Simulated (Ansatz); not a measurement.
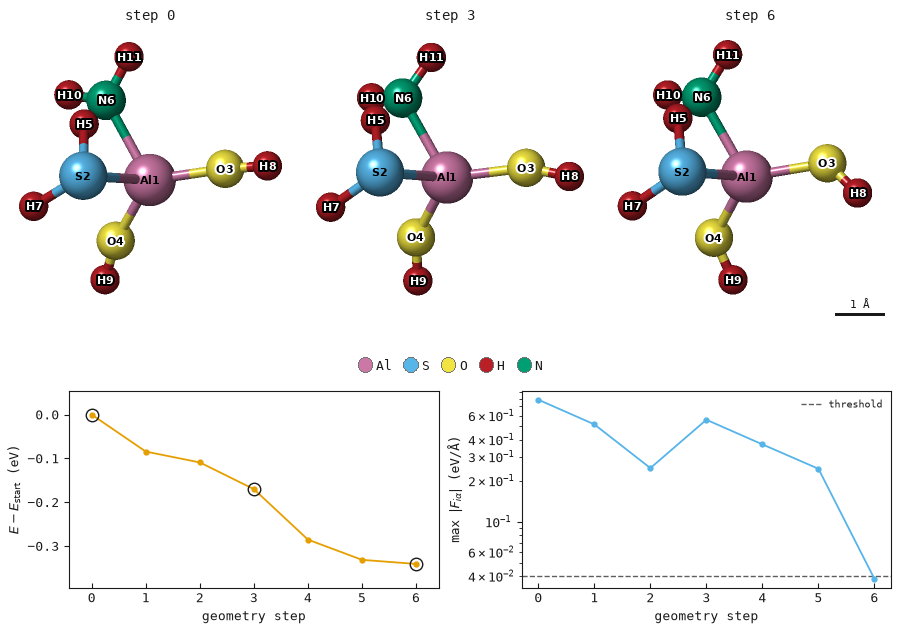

Frames of a constrained relaxation of AlNH6SO2, marked on the history of the run. A ball-and-stick model, seen face on.

The reaction that was planned forms Al1–N6, S2–H5 and breaks Al1–S2, H5–N6 (atoms numbered from 1 in input order).

These are results of RKS PBE0-D4/def2-SVP (Ansatz), not measurements.

The input:
```yaml
crystal:
  periodic: [false, false, false]
  atoms:
    - {symbol: Al, position_ang: [-0.202300, -0.602700, -0.169500]}
    - {symbol: S, position_ang: [0.139500, 1.548300, -1.363300]}
    - {symbol: O, position_ang: [-1.757000, -1.014100, -0.493400]}
    - {symbol: O, position_ang: [1.210900, -1.394700, -0.459600]}
    - {symbol: H, position_ang: [0.057700, 1.367500, 0.155200]}
    - {symbol: N, position_ang: [-0.062400, 0.524500, 1.337800]}
    - {symbol: H, position_ang: [1.458400, 1.410200, -1.330900]}
    - {symbol: H, position_ang: [-2.628800, -1.221800, -0.784300]}
    - {symbol: H, position_ang: [1.902300, -1.981000, -0.718400]}
    - {symbol: H, position_ang: [0.751000, 0.581200, 1.936400]}
    - {symbol: H, position_ang: [-0.869400, 0.782700, 1.890000]}
basis:
  gaussian: {orbitals: def2-SVP}
hamiltonian: {xc: pbe0, dispersion: d4}
relax: {f_tol: 0.04, max_steps: 150, escape_saddle: false, constraints: [{distance: [0, 5]}, {distance: [1, 4]}, {distance: [0, 1]}, {distance: [4, 5]}]}
```

Launched with:
```bash
ansatz run in.yaml --threads 8 --pin off --events-out ev --progress --plain --max-ram 19148MiB
```

What happens along the run?

After 6 geometry steps the energy has fallen by 0.341 eV. Largest force component: 0.78 eV/Å at the start, 0.038 eV/Å at the end. The largest moves after the best rigid fit, 0.60 Å, are those of H8 and H9. By element the largest moves are H 0.60 Å, O 0.20 Å, N 0.13 Å, Al 0.09 Å, S 0.09 Å. Near-neighbour distances that change, for instance: Al1–O3 1.641 → 1.707 Å, Al1–O4 1.646 → 1.710 Å, S2–H7 1.327 → 1.351 Å, O3–H8 0.942 → 0.956 Å. Bond angles that change, for instance: Al1–O3–H8 173.3° → 127.4°, Al1–O4–H9 167.8° → 126.0°, Al1–N6–H10 124.5° → 118.5°. Cost: 9 s on 8 threads of Arm Neoverse V1, with other jobs on the host. From step 0 to 3: H atoms move most (0.26 Å), energy −0.170 eV. From step 3 to 6: H8 moves most (0.41 Å), energy −0.171 eV.
